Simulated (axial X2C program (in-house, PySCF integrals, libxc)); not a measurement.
# ZrBr: properties at the nuclei

Aim: properties at the nuclei of ZrBr, with spin–orbit coupling in the Hamiltonian from the start.

Computed with an in-house X2C program for linear molecules on PySCF integrals. Level: two-component X2C with atomic mean-field terms, Zr dyall-acv3z, Br dyall-acv3z.

All values are calculated.

## (1) Input

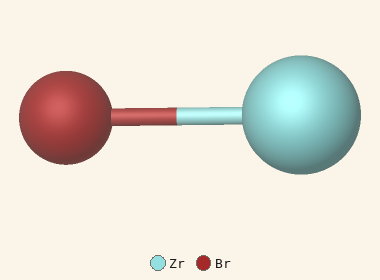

The two atoms at 2.680 Å (zirconium light teal, bromine red).

The input, task.json:

```json
{"zs": [40, 35], "q": 0, "bas": ["dyall-acv3z", "dyall-acv3z"], "r0": 2.68, "levels": ["PBE0", "HF", "B3LYP"], "nst": 1, "ff": 1, "thr": -3.5, "nmax": 130, "opt": {"ecut": 60}}
```

Keys: zs atomic numbers; q charge; bas basis sets; r0 starting distance in Å; levels methods (HF also brings MP2); nst determinants followed; ff finite-field run; thr threshold in hartree for freezing inner shells (an s shell follows its p shell); nmax most natural virtual spinors; ecut virtual cutoff in hartree.

The run is started by

```console
$ python soeom.py task.json out
```

Nuclei are Gaussian, cores are contracted, and the Gaunt term is on.

## (2) Expectation values, lowest determinant

R = 2.482 Å. State: Ω = 3/2 (excess of +ω over −ω: ω = 1/2, ω = -3/2, ω = 5/2).

Output of the PBE0 run:

```text
two-component X2C + atomic mean field  PBE0
basis functions 288  fitting functions 1393  grid points 5806
iter        total energy     max residual
   1      -6201.845029020     3.16e-06
   2      -6201.845029022     2.21e-06
converged
one-electron -9183.38088927  Coulomb 2893.13892524  exact exchange -51.04543874  xc functional -156.45541995  nuclear repulsion 298.48835427  atomic mean-field constant -2.59056057
```

The highest occupied spinor is 99% Zr d.

```csv
level,Eeff magnitude (GV/cm),Ws magnitude Zr (kHz),A∥/gI Zr (MHz),qzz Zr (a.u.),A∥/gI Br (MHz),qzz Br (a.u.),μ (D)
PBE0,1.67,0.5,813,1.14,15.8,0.79,-4.14
HF,2.51,0.763,735,0.46,2.1,0.32,-4.55
B3LYP,2.02,0.578,866,1.23,20.5,0.77,-3.88
```

Eeff is the effective electric field on the electron dipole moment in this Ω state and Ws the scalar–pseudoscalar constant (defined with the proton number Z and per Ω); A∥ is the parallel hyperfine constant, which follows by multiplying with the nuclear g factor gI = μI/(I μN); qzz is the electric field gradient, eQq0 = 234.96 MHz × Q/barn × qzz; μ is positive if Br is the positive end. The operators were transformed with the bare-nucleus X2C matrices.

## (3) Finite-field coupled cluster

Output:

```text
two-component X2C + atomic mean field  HF
basis functions 288  fitting functions 1393  grid points 5806
iter        total energy     max residual
   1      -6198.525925276     2.54e-01
   2      -6198.558298240     6.58e-03
   3      -6198.559817743     3.47e-03
   4      -6198.560201971     1.32e-03
   5      -6198.560334311     8.66e-04
   6      -6198.560414619     7.59e-04
   7      -6198.560478342     5.65e-04
   8      -6198.560543177     3.82e-04
   9      -6198.560596571     8.26e-05
  10      -6198.560599964     4.21e-05
  11      -6198.560600067     3.84e-05
  12      -6198.560600136     3.45e-05
  13      -6198.560600218     2.92e-05
  14      -6198.560600318     2.13e-05
  15      -6198.560600421     9.63e-06
  16      -6198.560600452     2.35e-06
  17      -6198.560600455     1.18e-06
  18      -6198.560600456     6.69e-07
converged
one-electron -9182.38368383  Coulomb 2892.21860537  exact exchange -204.29331569  xc functional 0.00000000  nuclear repulsion 298.48835427  atomic mean-field constant -2.59056057
correlated 29  virtual 453  natural virtual 130  E(MP2) -0.985250992  MP2 remainder -0.110010173
iter   CCSD correlation   residual
   1     -0.846530082   1.22e-01
   2     -0.859985947   4.61e-02
   3     -0.862681756   2.18e-02
   4     -0.862253212   1.16e-02
   5     -0.862400535   6.45e-03
   6     -0.862439497   2.72e-03
   7     -0.862427746   1.08e-03
   8     -0.862439266   3.90e-04
   9     -0.862424582   1.66e-04
  10     -0.862426938   7.46e-05
  11     -0.862425726   4.18e-05
  12     -0.862426066   2.40e-05
  13     -0.862426301   1.49e-05
  14     -0.862426264   9.59e-06
  15     -0.862426213   5.56e-06
  16     -0.862426233   3.24e-06
  17     -0.862426213   1.82e-06
  18     -0.862426223   9.56e-07
(T) -0.020845177  T1 0.0156  D1 0.0494  max T2 0.071
```

T1 in the output is the amplitude norm over the root of the electron number; divide by √2 for the Lee–Taylor value.

29 electrons correlated in 130 natural virtual spinors, MP2 remainder added; T1 = 0.011.

```csv
level,Eeff magnitude (GV/cm),Ws magnitude Zr (kHz),A∥/gI Zr (MHz),qzz Zr (a.u.),A∥/gI Br (MHz),μ (D)
HF,2.51,0.763,735,0.46,2.1,-4.55
MP2,1.99,0.589,835,1.00,14.6,-4.71
CCSD,2.22,0.65,821,0.83,12.5,-4.50
CCSD(T),2.22,0.645,821,0.86,14.9,-4.31
```

## (4) What came out

| quantity | value |
| --- | --- |
| lowest determinant | Ω = 3/2 (excess of +ω over −ω: ω = 1/2, ω = -3/2, ω = 5/2) |
| Eeff magnitude (GV/cm), PBE0 | 1.67 |
| Ws magnitude Zr (kHz), PBE0 | 0.5 |
| A∥/gI Zr (MHz), PBE0 | 813 |
| qzz Zr (a.u.), PBE0 | 1.14 |
| Eeff magnitude (GV/cm), CCSD(T) | 2.22 |
| Ws magnitude Zr (kHz), CCSD(T) | 0.645 |
| A∥/gI Zr (MHz), CCSD(T) | 821 |
| qzz Zr (a.u.), CCSD(T) | 0.86 |

In the first state, the effective field runs from 1.67 to 2.51 GV/cm over the mean-field levels. The expectation values come from single determinants, which for open shells can mix terms of unlike spin or miss the lowest Ω, so a determinant need not be a state. Eeff is the effective electric field on the electron dipole moment in this Ω state and Ws the scalar–pseudoscalar constant (defined with the proton number Z and per Ω); A∥ is the parallel hyperfine constant, which follows by multiplying with the nuclear g factor gI = μI/(I μN); qzz is the electric field gradient, eQq0 = 234.96 MHz × Q/barn × qzz; μ is positive if Br is the positive end. The operators were transformed with the bare-nucleus X2C matrices. Correlation of the inner shells is missing, which matters for properties at the nucleus.
